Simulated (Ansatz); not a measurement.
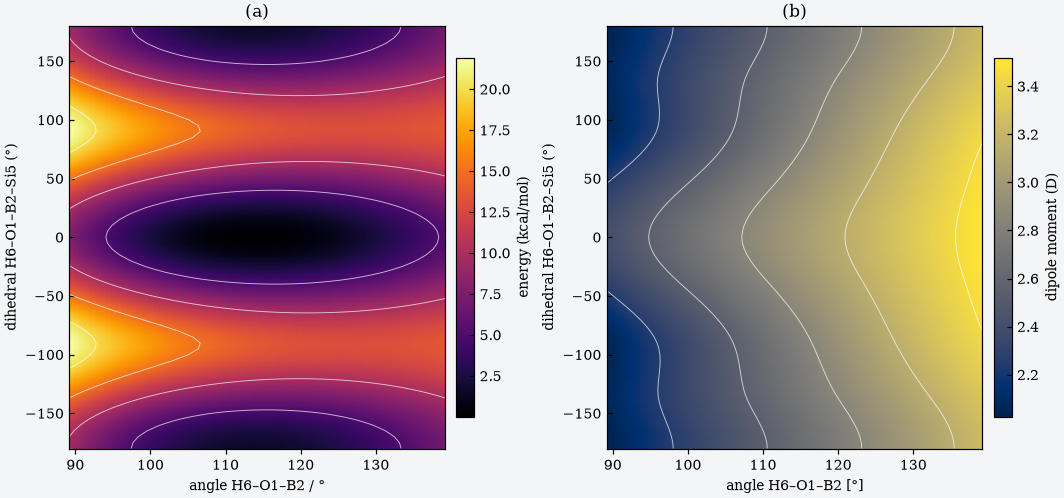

CH₄BNOSi, SMILES OB1C=N[SiH2]1. The first coordinate is: angle H6–O1–B2; the second: dihedral H6–O1–B2–Si5. Nothing is relaxed (all other coordinates rigid). The scan uses a 7 × 8 grid. Energies: kcal/mol, counted from the lowest grid point. All numbers below come from RKS PBE0-D4/def2-TZVP (Ansatz 0.2.0).

Panel (a) is the energy and panel (b) the computed dipole moment on the same grid.

Drawn: a smooth colour map with a few white contour lines. Between grid points the surface is interpolated.

Question: How does the dipole moment vary over the map, and what is it at the lowest grid point?

Answer: Leaving out the highest fifth of the energies, it runs from 2.02 D at angle H6–O1–B2 = 89.2°, dihedral H6–O1–B2–Si5 = −180° to 3.52 D at angle H6–O1–B2 = 139.2°, dihedral H6–O1–B2–Si5 = 0°. At the lowest grid point, angle H6–O1–B2 = 114.2°, dihedral H6–O1–B2–Si5 = 0°, it is 3.01 D.

| dihedral H6–O1–B2–Si5 ↓, angle H6–O1–B2 → | 89.2 | 97.5 | 105.8 | 114.2 | 122.5 | 130.8 | 139.2 |
| --- | --- | --- | --- | --- | --- | --- | --- |
| 135 | 2.07 | 2.29 | 2.50 | 2.71 | 2.92 | 3.12 | 3.32 |
| 90 | 2.05 | 2.30 | 2.55 | 2.79 | 3.02 | 3.23 | 3.43 |
| 45 | 2.25 | 2.49 | 2.71 | 2.92 | 3.12 | 3.31 | 3.49 |
| 0 | 2.40 | 2.62 | 2.82 | 3.01 | 3.18 | 3.35 | 3.52 |
| −45 | 2.25 | 2.48 | 2.70 | 2.92 | 3.12 | 3.31 | 3.49 |
| −90 | 2.05 | 2.30 | 2.54 | 2.79 | 3.02 | 3.23 | 3.43 |
| −135 | 2.06 | 2.29 | 2.50 | 2.71 | 2.92 | 3.12 | 3.32 |
| −180 | 2.02 | 2.24 | 2.44 | 2.64 | 2.83 | 3.04 | 3.24 |
